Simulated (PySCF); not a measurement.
**Energy and gradient calculation, with input and output: CHBrClF**

- system: CHBrClF
- method: TPSS/def2-SVPD, RKS (PySCF 2.14.0)

The geometry comes from this level: PBE0-D4/def2-TZVP.

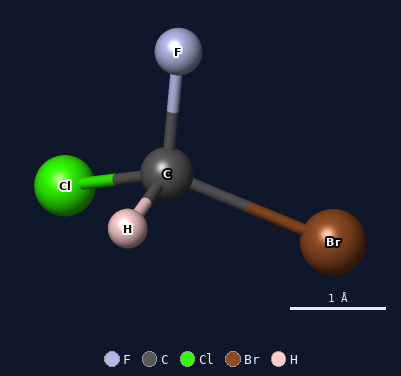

The structure (ball-and-stick view, seen at a tilt).

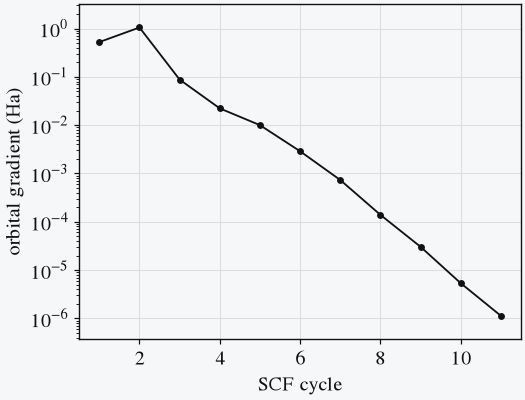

Convergence of the self-consistent field: orbital gradient against the SCF cycle. The residual comes down, with one marked jump up, by a factor of about 2, at step 2.

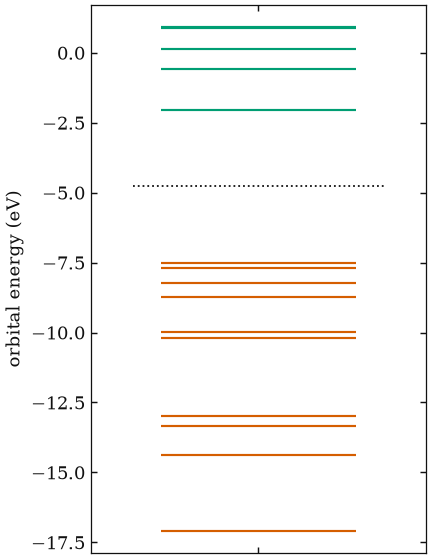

Orbital energies near the frontier; the dotted line parts filled from empty levels, and levels within 0.02 eV of each other stand side by side. Highest filled −7.50 eV, lowest empty −2.03 eV, 5.47 eV apart.

The input that produced these results follows, with the program's output.

The input (run.py)
```python
# FC(Cl)Br
from pyscf import gto, dft

mol = gto.Mole()
mol.atom = '''
F     -0.886093     0.315395     2.442849
C      0.093730     0.196154     0.112817
Cl     2.638247    -1.924308     0.073321
Br    -2.520328    -0.776677    -2.248774
H      0.768741     2.050164    -0.458259
'''
mol.spin = 0
mol.charge = 0
mol.unit = 'bohr'
mol.basis = 'def2-svpd'
mol.max_memory = 1860
mol.verbose = 4
mol.build()

ks = dft.RKS(mol, xc='tpss')
ks.grids.level = 5
ks.conv_tol = 1e-10
ks.kernel()
if not ks.converged:
    ks = ks.newton().run(ks.mo_coeff, ks.mo_occ)

e_tot = ks.e_tot
print('E = %.10f Eh' % e_tot)
grad = ks.nuc_grad_method().kernel()
ks.analyze()
```

Launched with:
```bash
OMP_NUM_THREADS=1 python run.py
```

Output
```
PySCF version 2.14.0

[INPUT] num. atoms = 5
[INPUT] num. electrons = 68
[INPUT] charge = 0
[INPUT] spin (= nelec alpha-beta = 2S) = 0
[INPUT] symmetry False subgroup None
[INPUT] Mole.unit = bohr
[INPUT] Symbol           X                Y                Z      unit          X                Y                Z       unit  Magmom
[INPUT]  1 F     -0.468900222356   0.166899846438   1.292700020519 AA   -0.886093000000   0.315395000000   2.442849000000 Bohr   0.0
[INPUT]  2 C      0.049599779980   0.103800226631   0.059700185404 AA    0.093730000000   0.196154000000   0.112817000000 Bohr   0.0
[INPUT]  3 Cl     1.396100189178  -1.018299940391   0.038799802282 AA    2.638247000000  -1.924308000000   0.073321000000 Bohr   0.0
[INPUT]  4 Br    -1.333700141644  -0.410999768646  -1.189999953309 AA   -2.520328000000  -0.776677000000  -2.248774000000 Bohr   0.0
[INPUT]  5 H      0.406800218300   1.084900067449  -0.242500219499 AA    0.768741000000   2.050164000000  -0.458259000000 Bohr   0.0

nuclear repulsion = 323.077494213539
number of shells = 47
number of NR pGTOs = 201
number of NR cGTOs = 119
basis = def2-svpd
ecp = {}

******** <class 'pyscf.dft.rks.RKS'> ********
method = RKS
initial guess = minao
damping factor = 0
level_shift factor = 0
DIIS = <class 'pyscf.scf.diis.CDIIS'>
diis_start_cycle = 1
diis_space = 8
diis_damp = 0
SCF conv_tol = 1e-10
SCF conv_tol_grad = None
SCF max_cycles = 50
direct_scf = True
direct_scf_tol = 1e-13
XC library pyscf.dft.libxc version 7.0.0
    S. Lehtola, C. Steigemann, M. J.T. Oliveira, and M. A.L. Marques.,  SoftwareX 7, 1–5 (2018)
XC functionals = tpss
    J. Tao, J. P. Perdew, V. N. Staroverov, and G. E. Scuseria.,  Phys. Rev. Lett. 91, 146401 (2003)
    J. Tao, J. P. Perdew, V. N. Staroverov, and G. E. Scuseria.,  Phys. Rev. Lett. 91, 146401 (2003)
radial grids:
    Treutler-Ahlrichs [JCP 102, 346 (1995); DOI:10.1063/1.469408] (M4) radial grids

becke partition: Becke, JCP 88, 2547 (1988); DOI:10.1063/1.454033
pruning grids: <function nwchem_prune>
grids dens level: 5
symmetrized grids: False
atomic radii adjust function: <function treutler_atomic_radii_adjust>
small_rho_cutoff = 0
Set gradient conv threshold to 1e-05
Initial guess from minao.
tot grids = 198184
init E= -3171.59751755503
  HOMO = -0.297615730841822  LUMO = -0.0693135560359091  gap/eV = 6.21242
cycle= 1 E= -3172.24591442294  delta_E= -0.648  |g|= 0.524  |ddm|= 2.87
  HOMO = -0.271764446330895  LUMO = -0.110566233652901  gap/eV = 4.38643
cycle= 2 E= -3172.08524918146  delta_E= 0.161  |g|= 1.05  |ddm|= 1.27
  HOMO = -0.270661622927709  LUMO = -0.0694505770310885  gap/eV = 5.47523
cycle= 3 E= -3172.29457997046  delta_E= -0.209  |g|= 0.0876  |ddm|= 0.904
  HOMO = -0.274877164975677  LUMO = -0.0750370246925063  gap/eV = 5.43793
cycle= 4 E= -3172.2956986834  delta_E= -0.00112  |g|= 0.0222  |ddm|=  0.1
  HOMO = -0.276382534228511  LUMO = -0.074964243021614  gap/eV = 5.48087
cycle= 5 E= -3172.29578957496  delta_E= -9.09e-05  |g|= 0.01  |ddm|= 0.0473
  HOMO = -0.275537004475506  LUMO = -0.0747602333024591  gap/eV = 5.46341
cycle= 6 E= -3172.29581944451  delta_E= -2.99e-05  |g|= 0.00288  |ddm|= 0.0165
  HOMO = -0.27556788986089  LUMO = -0.074659031532287  gap/eV = 5.46701
cycle= 7 E= -3172.29582133175  delta_E= -1.89e-06  |g|= 0.000732  |ddm|= 0.00362
  HOMO = -0.275595300947019  LUMO = -0.0746897909342539  gap/eV = 5.46692
cycle= 8 E= -3172.29582146941  delta_E= -1.38e-07  |g|= 0.000139  |ddm|= 0.0011
  HOMO = -0.275583277345761  LUMO = -0.0746820482040844  gap/eV = 5.46680
cycle= 9 E= -3172.29582147455  delta_E= -5.14e-09  |g|= 3.03e-05  |ddm|= 0.000208
  HOMO = -0.275586346294202  LUMO = -0.0746856615004781  gap/eV = 5.46679
cycle= 10 E= -3172.29582147478  delta_E= -2.32e-10  |g|= 5.35e-06  |ddm|= 4.45e-05
  HOMO = -0.275585807607098  LUMO = -0.0746852055541716  gap/eV = 5.46678
cycle= 11 E= -3172.29582147477  delta_E= 7.73e-12  |g|= 1.13e-06  |ddm|= 9.85e-06
  HOMO = -0.275585955415488  LUMO = -0.0746852334367976  gap/eV = 5.46679
Extra cycle  E= -3172.29582147478  delta_E= -1.09e-11  |g|= 1.59e-06  |ddm|= 3.94e-06
converged SCF energy = -3172.29582147478
E = -3172.2958214748 Eh

******** <class 'pyscf.grad.rks.Gradients'> for <class 'pyscf.dft.rks.RKS'> ********
unit = Eh/Bohr
grid_response = False
--------------- RKS gradients ---------------
         x                y                z
0 F     0.0057553200    -0.0009684888    -0.0139514274
1 C     0.0004083219    -0.0038696304     0.0052863325
2 Cl    -0.0117470444     0.0090326971    -0.0001911143
3 Br     0.0080695463     0.0024187755     0.0069762192
4 H    -0.0024822021    -0.0066156053     0.0018852557
----------------------------------------------
**** SCF Summaries ****
Total Energy =                       -3172.295821474783679
Nuclear Repulsion Energy =             323.077494213539012
One-electron Energy =                -5050.563181439269101
Two-electron Energy =                 1555.189865750946637
Two-electron Coulomb Energy =         1690.891503586660519
DFT Exchange-Correlation Energy =     -135.701637835713797
HOMO-LUMO gap [eV] =                     5.466787097458856
**** MO energy ****
MO #1   energy= -481.690791929536  occ= 2
MO #2   energy= -101.012712198296  occ= 2
MO #3   energy= -61.9420991784789  occ= 2
MO #4   energy= -55.7937141017168  occ= 2
MO #5   energy= -55.7892819545749  occ= 2
MO #6   energy= -55.7892160397003  occ= 2
MO #7   energy= -24.4769033403976  occ= 2
MO #8   energy= -10.2035135356035  occ= 2
MO #9   energy= -9.28331085489198  occ= 2
MO #10  energy= -8.4994207784104   occ= 2
MO #11  energy= -7.0713025918155   occ= 2
MO #12  energy= -7.05950565811519  occ= 2
MO #13  energy= -7.0592564618884   occ= 2
MO #14  energy= -6.34928269377285  occ= 2
MO #15  energy= -6.33451288539665  occ= 2
MO #16  energy= -6.33429886500061  occ= 2
MO #17  energy= -2.5149476597338   occ= 2
MO #18  energy= -2.51125431643442  occ= 2
MO #19  energy= -2.51108760476248  occ= 2
MO #20  energy= -2.5000333910587   occ= 2
MO #21  energy= -2.50003202525774  occ= 2
MO #22  energy= -1.18197479815607  occ= 2
MO #23  energy= -0.842754046346364 occ= 2
MO #24  energy= -0.757753854992312 occ= 2
MO #25  energy= -0.62780878602016  occ= 2
MO #26  energy= -0.528037682679763 occ= 2
MO #27  energy= -0.490323383647076 occ= 2
MO #28  energy= -0.47770750450578  occ= 2
MO #29  energy= -0.374702448421038 occ= 2
MO #30  energy= -0.366443008421203 occ= 2
MO #31  energy= -0.320217417118105 occ= 2
MO #32  energy= -0.302949156258061 occ= 2
MO #33  energy= -0.282431603169931 occ= 2
MO #34  energy= -0.275585955415488 occ= 2
MO #35  energy= -0.0746852334367976 occ= 0
MO #36  energy= -0.0217361254054493 occ= 0
MO #37  energy= 0.00541049779269231 occ= 0
MO #38  energy= 0.0326582837830384 occ= 0
MO #39  energy= 0.0336723478914699 occ= 0
MO #40  energy= 0.0409667189328804 occ= 0
MO #41  energy= 0.0533331748685089 occ= 0
MO #42  energy= 0.0783670080288772 occ= 0
MO #43  energy= 0.0832575676389724 occ= 0
MO #44  energy= 0.0872254963046553 occ= 0
MO #45  energy= 0.0977358046290253 occ= 0
MO #46  energy= 0.112453587157343  occ= 0
MO #47  energy= 0.125483291708939  occ= 0
MO #48  energy= 0.133913267434673  occ= 0
MO #49  energy= 0.160529091273285  occ= 0
MO #50  energy= 0.176313314217833  occ= 0
MO #51  energy= 0.180089958432712  occ= 0
MO #52  energy= 0.185034521011742  occ= 0
MO #53  energy= 0.212769916393759  occ= 0
MO #54  energy= 0.23349843676598   occ= 0
MO #55  energy= 0.246335539323027  occ= 0
MO #56  energy= 0.254483741733672  occ= 0
MO #57  energy= 0.263544743161648  occ= 0
MO #58  energy= 0.283146270695189  occ= 0
MO #59  energy= 0.290706803068201  occ= 0
MO #60  energy= 0.31336667816077   occ= 0
MO #61  energy= 0.324355396778592  occ= 0
MO #62  energy= 0.337800115642693  occ= 0
MO #63  energy= 0.359889355706481  occ= 0
MO #64  energy= 0.371511320442607  occ= 0
MO #65  energy= 0.392496908013561  occ= 0
MO #66  energy= 0.417620507742199  occ= 0
MO #67  energy= 0.431960473238501  occ= 0
MO #68  energy= 0.450042437124277  occ= 0
MO #69  energy= 0.473626383868617  occ= 0
MO #70  energy= 0.562935296317638  occ= 0
MO #71  energy= 0.600835571246749  occ= 0
MO #72  energy= 0.61739154925623   occ= 0
MO #73  energy= 0.654172914971099  occ= 0
MO #74  energy= 0.674376019961184  occ= 0
MO #75  energy= 0.689421180814286  occ= 0
MO #76  energy= 0.693822820137452  occ= 0
MO #77  energy= 0.701793484036807  occ= 0
MO #78  energy= 0.729332453362373  occ= 0
MO #79  energy= 0.757248157971759  occ= 0
MO #80  energy= 0.767969313553532  occ= 0
MO #81  energy= 0.801193425497377  occ= 0
MO #82  energy= 0.815524793390749  occ= 0
MO #83  energy= 0.86310236481924   occ= 0
MO #84  energy= 0.870853755144864  occ= 0
MO #85  energy= 0.890987880456781  occ= 0
MO #86  energy= 0.906272532836005  occ= 0
MO #87  energy= 0.920364203395985  occ= 0
MO #88  energy= 0.941427098707373  occ= 0
MO #89  energy= 0.951022611694807  occ= 0
MO #90  energy= 0.957525413590896  occ= 0
MO #91  energy= 1.00274331321801   occ= 0
MO #92  energy= 1.09025879987623   occ= 0
MO #93  energy= 1.13340140545631   occ= 0
MO #94  energy= 1.196314623646     occ= 0
MO #95  energy= 1.22899215152977   occ= 0
MO #96  energy= 1.32975822095356   occ= 0
MO #97  energy= 1.49739220197516   occ= 0
MO #98  energy= 1.52563529415102   occ= 0
MO #99  energy= 1.5322300439332    occ= 0
MO #100 energy= 1.68771430958353   occ= 0
MO #101 energy= 1.78960508037595   occ= 0
MO #102 energy= 1.9302013556797    occ= 0
MO #103 energy= 1.94023767227805   occ= 0
MO #104 energy= 2.02484122822264   occ= 0
MO #105 energy= 2.14590047551081   occ= 0
MO #106 energy= 2.17572483720256   occ= 0
MO #107 energy= 2.20780891588481   occ= 0
MO #108 energy= 2.25710556787833   occ= 0
MO #109 energy= 2.881594508474     occ= 0
MO #110 energy= 3.28835846244242   occ= 0
MO #111 energy= 3.30006955729259   occ= 0
MO #112 energy= 3.34834647256213   occ= 0
MO #113 energy= 3.38889350506469   occ= 0
MO #114 energy= 3.49306441748882   occ= 0
MO #115 energy= 3.49586191866873   occ= 0
MO #116 energy= 3.62099417324391   occ= 0
MO #117 energy= 3.62743246303509   occ= 0
MO #118 energy= 3.78993355900191   occ= 0
MO #119 energy= 3.84516458483597   occ= 0
 ** Mulliken pop on meta-lowdin orthogonal AOs  **
 ** Mulliken pop  **
pop of  0 F 1s            1.99997
pop of  0 F 2s            1.83312
pop of  0 F 3s            0.00508
pop of  0 F 4s            0.00048
pop of  0 F 2px           1.86146
pop of  0 F 2py           1.93734
pop of  0 F 2pz           1.57681
pop of  0 F 3px           0.00378
pop of  0 F 3py           0.00412
pop of  0 F 3pz           0.00186
pop of  0 F 4px           0.00051
pop of  0 F 4py           0.00054
pop of  0 F 4pz           0.00017
pop of  0 F 3dxy          0.00034
pop of  0 F 3dyz          0.00149
pop of  0 F 3dz^2         0.00315
pop of  0 F 3dxz          0.00248
pop of  0 F 3dx2-y2       0.00040
pop of  0 F 4dxy          0.00024
pop of  0 F 4dyz          0.00052
pop of  0 F 4dz^2         0.00125
pop of  0 F 4dxz          0.00088
pop of  0 F 4dx2-y2       0.00030
pop of  1 C 1s            1.99991
pop of  1 C 2s            1.03418
pop of  1 C 3s            0.00800
pop of  1 C 4s            0.00153
pop of  1 C 2px           0.89029
pop of  1 C 2py           1.06163
pop of  1 C 2pz           0.76799
pop of  1 C 3px           0.00511
pop of  1 C 3py           0.00681
pop of  1 C 3pz           0.00787
pop of  1 C 3dxy          0.00389
pop of  1 C 3dyz          0.00418
pop of  1 C 3dz^2         0.00495
pop of  1 C 3dxz          0.00498
pop of  1 C 3dx2-y2       0.00222
pop of  1 C 4dxy          0.00053
pop of  1 C 4dyz          0.00038
pop of  1 C 4dz^2         0.00094
pop of  1 C 4dxz          0.00078
pop of  1 C 4dx2-y2       0.00067
pop of  2 Cl 1s           2.00000
pop of  2 Cl 2s           1.99983
pop of  2 Cl 3s           1.87802
pop of  2 Cl 4s           0.00232
pop of  2 Cl 5s           0.00085
pop of  2 Cl 2px          1.99989
pop of  2 Cl 2py          1.99990
pop of  2 Cl 2pz          1.99992
pop of  2 Cl 3px          1.52463
pop of  2 Cl 3py          1.67321
pop of  2 Cl 3pz          1.94303
pop of  2 Cl 4px          0.00377
pop of  2 Cl 4py          0.00326
pop of  2 Cl 4pz          0.00178
pop of  2 Cl 5px          0.00039
pop of  2 Cl 5py          0.00047
pop of  2 Cl 5pz          0.00042
pop of  2 Cl 3dxy         0.00745
pop of  2 Cl 3dyz         0.00136
pop of  2 Cl 3dz^2        0.00297
pop of  2 Cl 3dxz         0.00201
pop of  2 Cl 3dx2-y2      0.00294
pop of  2 Cl 4dxy         0.00041
pop of  2 Cl 4dyz         0.00048
pop of  2 Cl 4dz^2        0.00022
pop of  2 Cl 4dxz         0.00069
pop of  2 Cl 4dx2-y2      0.00084
pop of  3 Br 1s           2.00000
pop of  3 Br 2s           1.99990
pop of  3 Br 3s           1.99834
pop of  3 Br 4s           1.93150
pop of  3 Br 5s           0.00264
pop of  3 Br 6s           0.00077
pop of  3 Br 2px          1.99999
pop of  3 Br 2py          1.99999
pop of  3 Br 2pz          1.99999
pop of  3 Br 3px          1.99974
pop of  3 Br 3py          1.99982
pop of  3 Br 3pz          1.99976
pop of  3 Br 4px          1.53467
pop of  3 Br 4py          1.91760
pop of  3 Br 4pz          1.63258
pop of  3 Br 5px          0.00334
pop of  3 Br 5py          0.00215
pop of  3 Br 5pz          0.00299
pop of  3 Br 6px          0.00052
pop of  3 Br 6py          0.00038
pop of  3 Br 6pz          0.00042
pop of  3 Br 3dxy         1.99984
pop of  3 Br 3dyz         1.99985
pop of  3 Br 3dz^2        1.99984
pop of  3 Br 3dxz         1.99983
pop of  3 Br 3dx2-y2      1.99984
pop of  3 Br 4dxy         0.00189
pop of  3 Br 4dyz         0.00133
pop of  3 Br 4dz^2        0.00185
pop of  3 Br 4dxz         0.00541
pop of  3 Br 4dx2-y2      0.00231
pop of  3 Br 5dxy         0.00039
pop of  3 Br 5dyz         0.00041
pop of  3 Br 5dz^2        0.00064
pop of  3 Br 5dxz         0.00019
pop of  3 Br 5dx2-y2      0.00035
pop of  3 Br 6dxy         0.00013
pop of  3 Br 6dyz         0.00014
pop of  3 Br 6dz^2        0.00019
pop of  3 Br 6dxz         0.00011
pop of  3 Br 6dx2-y2      0.00009
pop of  4 H 1s            0.84546
pop of  4 H 2s            0.01164
pop of  4 H 2px           0.00147
pop of  4 H 2py           0.00157
pop of  4 H 2pz           0.00134
pop of  4 H 3px           0.00113
pop of  4 H 3py           0.00046
pop of  4 H 3pz           0.00107
 ** Mulliken atomic charges  **
charge of    0F =     -0.23628
charge of    1C =      0.19316
charge of    2Cl =     -0.05105
charge of    3Br =     -0.04168
charge of    4H =      0.13585
Dipole moment(X, Y, Z, Debye):  0.41904,  0.99269, -0.44155
```

Results in brief

| quantity | value |
| --- | --- |
| outcome | converged |
| total energy | −3172.295821 hartree |
| basis functions | 119 |
| largest force | 0.778 eV/Å |
| HOMO | −7.50 eV |
| LUMO | −2.03 eV |
| dipole moment | 1.16 D |
| hardware | 1 thread of Arm Neoverse V2, 24 GiB of memory available, shared host |
| wall time | 67 s |
| peak memory | 1.2 GiB |
